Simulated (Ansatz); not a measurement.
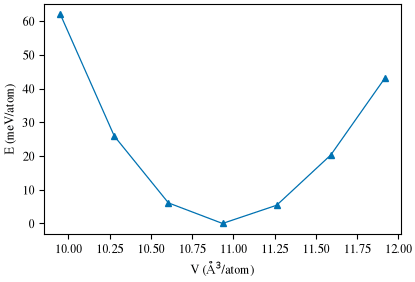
Figure. Cu (body-centred tetragonal, space group No. 139) under volume change, DFT-LDA in the program Ansatz with PAW potentials, shape and atoms relaxed at each volume.

Question: What does a third-order Birch–Murnaghan fit give for V₀, B₀ and B′?

Answer: V₀ = 10.94 Å³/atom, B₀ = 185 GPa, B′ = 5.1.

Space group I4/mmm (body-centred tetragonal). The first step of the workflow began from a Materials Project structure, measured or hypothetical; the Crystallography Open Database copy checked does not list it. It is not the phase usual at ambient conditions (space group No. 225). The LDA relaxation kept the symmetry of its start. At this level the phase is mechanically unstable. The run is not spin-polarised.

Potentials: the later of the program's two PAW sets.
